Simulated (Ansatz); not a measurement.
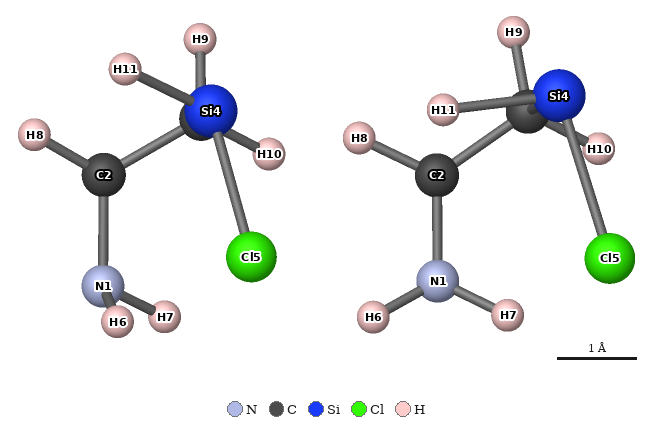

Two geometries of C2H6ClNSi (coarse preliminary run), drawn at one scale. One is the start of a relaxation, the other its converged end. A ball-and-stick model, seen from a free direction.

The calculation used RKS PBE-D4/def2-SVP (Ansatz 0.2.0). (force threshold 0.03 eV/Å; at most 200 steps)

### Which of the two is the end point?

The right one is the relaxed one. The start comes from a force field. Over 11 geometry steps the energy falls by 30.4 kcal/mol. Largest force component: 4.1 eV/Å at the start, 0.021 eV/Å at the end. The largest moves after the best rigid fit, 1.00 Å, are those of H atoms. By element the largest moves are H 1.00 Å, Cl 0.54 Å, Si 0.38 Å, N 0.19 Å, C 0.13 Å. Near-neighbour distances that change, for instance: C–Si 1.770 → 2.061 Å, H–Si 1.449 → 1.551 Å, Cl–Si 2.098 → 2.199 Å, C–N 1.419 → 1.350 Å. Among the angles between lasting bonds that change: C–Si–H 120.4° → 94.5°, C–Si–Cl 110.8° → 96.1°, H–C–H 99.0° → 113.0°.
